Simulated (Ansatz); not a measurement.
# Two runs on GaGeH₃ClF

System: GaGeH₃ClF, SMILES [F][Ga]([Cl])[GeH3].
Method of the first run: RKS PBE0-D4/def2-TZVPP (Ansatz 0.2.0).

The geometry comes from this level: PBE0-D4/def2-TZVP. Text and figures count atoms from 1; the logs count them from 0 in places.

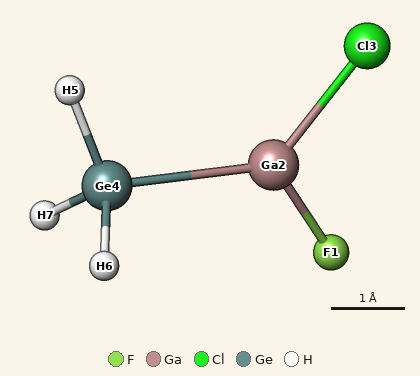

The structure (ball-and-stick view, seen at a tilt; atoms are numbered from 1 in the order of the input). Sticks mark near contacts. Bond lengths as drawn: Cl–Ga 2.14 Å, F–Ga 1.75 Å, Ga–Ge 2.42 Å and Ge–H 1.53 Å.

## The input, the first run
```yaml
crystal:
  periodic: [false, false, false]
  atoms:
    - {symbol: F, position_ang: [-0.000708, -2.240590, 1.459360]}
    - {symbol: Ga, position_ang: [0.710227, -0.881397, 0.612416]}
    - {symbol: Cl, position_ang: [2.842754, -0.879178, 0.752245]}
    - {symbol: Ge, position_ang: [-0.670217, 0.747606, -0.534290]}
    - {symbol: H, position_ang: [0.213284, 1.639916, -1.412617]}
    - {symbol: H, position_ang: [-1.390549, 1.600728, 0.518021]}
    - {symbol: H, position_ang: [-1.704791, 0.012915, -1.395144]}
basis:
  gaussian: {orbitals: def2-TZVPP}
hamiltonian: {xc: pbe0, dispersion: d4}
output: {orbitals: {seedname: orbitals}}
```

Hardware: 4 CPU threads, shared host.

## Output (the first run)
```
Functional definition: PBE0
  parameter a = 0.25
  parameter kappa = 0.804
  parameter beta = 0.06672455060314922
  exchange = (1 - a)*pbe_x(kappa = kappa, mu = beta*pi^2/3) + a*exact_x
  correlation = pbe_c(beta = beta)
1472 factors; their error is unknown
mean field evaluation 1: about -124164.9152 eV, gradient 4.8e1 eV
mean field evaluation 2: about -124155.0500 eV, gradient 9.6e1 eV
mean field evaluation 4: about -124168.0528 eV, gradient 4.0e0 eV
mean field evaluation 8: about -124168.0692 eV, gradient 6.8e-2 eV
mean field evaluation 16: about -124168.5677 eV, gradient 7.6e-5 eV
mean field -124168.56766994 eV, -4563.1106973924 hartree, gradient 7.6e-5 eV, S^2 0.000000; 0 other end points of the search recorded, 0 dependent functions left out
reference -124168.56770163 eV, -4563.1106985568 hartree; 46, 46 occupied and 165, 165 virtual orbitals, 1472 factors
Total energy: -124168.70594791 eV, -4563.1157790138 hartree
```

The input of the second run differs as follows (lines with − go, lines with + come):
```diff
-  gaussian: {orbitals: def2-TZVPP}
+  gaussian: {orbitals: def2-SVP}
```

Predict how the results change.

The total energy of the second run is 497.8 kcal/mol higher, which measures the change of basis and not a stability. The HOMO goes from −8.63 to −8.56 eV. The LUMO goes from −1.79 to −1.68 eV. The basis functions go from 211 to 111.

## Output (the second run)
```
Functional definition: PBE0
  parameter a = 0.25
  parameter kappa = 0.804
  parameter beta = 0.06672455060314922
  exchange = (1 - a)*pbe_x(kappa = kappa, mu = beta*pi^2/3) + a*exact_x
  correlation = pbe_c(beta = beta)
1073 factors; integrals over basis functions are off by at most 1.2e-3 eV
mean field evaluation 1: about -124144.1851 eV, gradient 4.2e1 eV
mean field evaluation 2: about -124135.8686 eV, gradient 8.4e1 eV
mean field evaluation 4: about -124146.9310 eV, gradient 3.3e0 eV
mean field evaluation 8: about -124146.9818 eV, gradient 1.7e-1 eV
mean field evaluation 16: about -124146.9819 eV, gradient 2.5e-5 eV
mean field -124146.98187726 eV, -4562.3174341426 hartree, gradient 2.5e-5 eV, S^2 0.000000; 0 other end points of the search recorded, 0 dependent functions left out
reference -124146.98190711 eV, -4562.3174352396 hartree; 46, 46 occupied and 65, 65 virtual orbitals, 1073 factors
Total energy: -124147.12015339 eV, -4562.3225156966 hartree
```

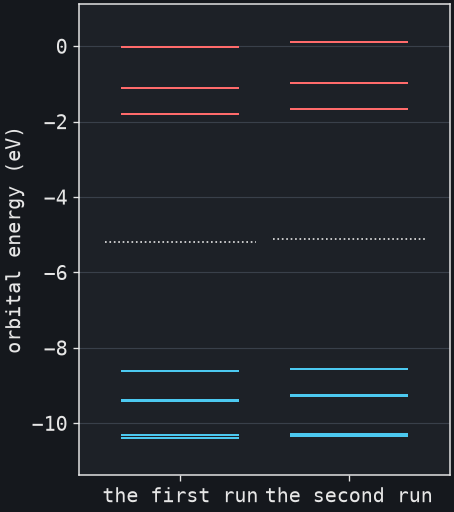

The five highest filled and three lowest empty orbital energies of the two runs; the dotted lines part filled from empty levels. The HOMO–LUMO gap is 6.84 eV in the first run and 6.88 eV in the second run.

## The two runs side by side

| quantity | the first run | the second run |
| --- | --- | --- |
| outcome | converged | converged |
| total energy (hartree) | −4563.115779 | −4562.322516 |
| HOMO (eV) | −8.63 | −8.56 |
| LUMO (eV) | −1.79 | −1.68 |
| basis functions | 211 | 111 |
| wall time (shared host) | 4.9 s | 2.2 s |
